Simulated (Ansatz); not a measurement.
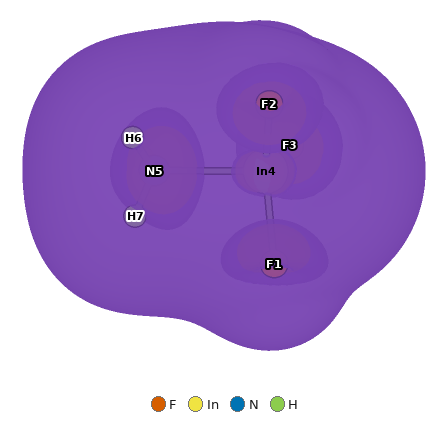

Figure. F$_{3}$H$_{3}$InN (SMILES [NH3+][In-]([F])([F])[F]). The LUMO at ±0.03 Å⁻³ᐟ² (orange and purple are the two phases), seen across its widest extent.

Geometry: PBE0-D4/def2-SVP; core potentials replace the inner electrons of In.

Level of theory: isolated molecule in a Gaussian basis; Kohn-Sham density functional theory, functional PBE0 in Ansatz 0.2.0.

Input file:

```
basis:
  gaussian: {orbitals: def2-TZVPD}
crystal:
  periodic: [false, false, false]
  atoms:
    - {symbol: F, position_ang: [0.858907, -2.164858, 1.032200]}
    - {symbol: F, position_ang: [-0.344380, 0.945265, 0.600560]}
    - {symbol: F, position_ang: [-0.824298, -1.387319, -1.772683]}
    - {symbol: In, position_ang: [-0.315560, -0.936079, 0.062332]}
    - {symbol: N, position_ang: [-2.270226, -1.552322, 1.067910]}
    - {symbol: H, position_ang: [-2.693239, -0.754267, 1.543794]}
    - {symbol: H, position_ang: [-2.100992, -2.286720, 1.756613]}
    - {symbol: H, position_ang: [-2.933184, -1.904608, 0.376067]}
hamiltonian: {xc: {name: PBE0}}
output: {forces: true, orbitals: {seedname: orbitals}}
```

Command:

```sh
ansatz run input.yaml --threads 2 --pin off --max-ram 5220MiB --events-out events.jsonl --progress --plain --runs-dir runs
```

**Describe this orbital and give its energy.**

Its weight (Hirshfeld) is mainly on In4 (about 55 %), F1 (about 10 %), F2 (about 10 %), F3 (about 10 %) and N5 (about 5 %). Its energy is −2.03 eV.
